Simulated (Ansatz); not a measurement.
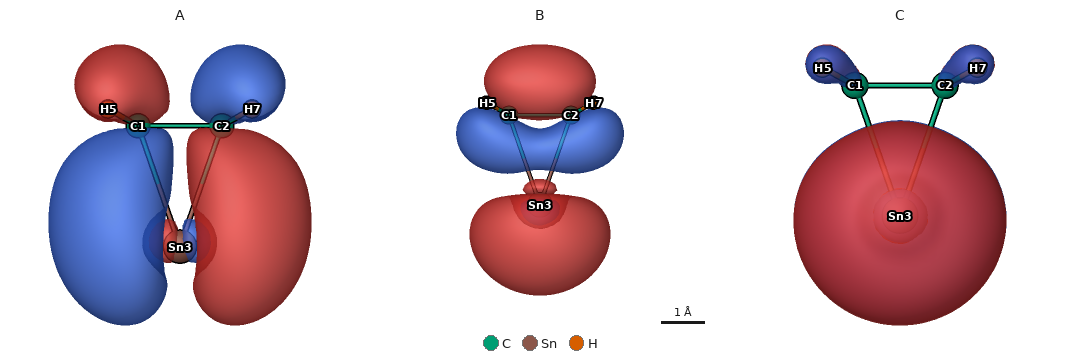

The picture shows: C2H4Sn. Three frontier orbitals at ±0.08 Å⁻³ᐟ² (red and blue are the two phases), in no order.

Geometry: r2SCAN-D4/def2-SVP; core potentials replace the inner electrons of Sn.

Computed with Ansatz, isolated molecule in a Gaussian basis; Kohn-Sham density functional theory, functional PBE0.

```xyz
7

C     0.0615   -0.5387   -0.9819
C     0.0822   -0.2901   -2.4367
Sn    0.8521   -2.3695   -2.0323
H    -0.9045   -0.6833   -0.4816
H     0.7949   -0.0277   -0.3453
H    -0.8688   -0.2558   -2.9832
H     0.8306    0.3999   -2.8469
```

Question: Order the three orbitals by energy and name them.

Answer: B is the HOMO−1 (−7.07 eV). By Hirshfeld shares it lies mainly on Sn3 (about 50 %), C1 (about 20 %) and C2 (about 20 %). A is the HOMO (−5.19 eV). It lies mainly on Sn3 (about 50 %), C1 (about 20 %) and C2 (about 20 %). C is the LUMO (−2.52 eV). By Hirshfeld shares it lies mainly on Sn3 (about 90 %).

Question: What is the HOMO–LUMO gap?

Answer: 2.67 eV between the orbital energies.
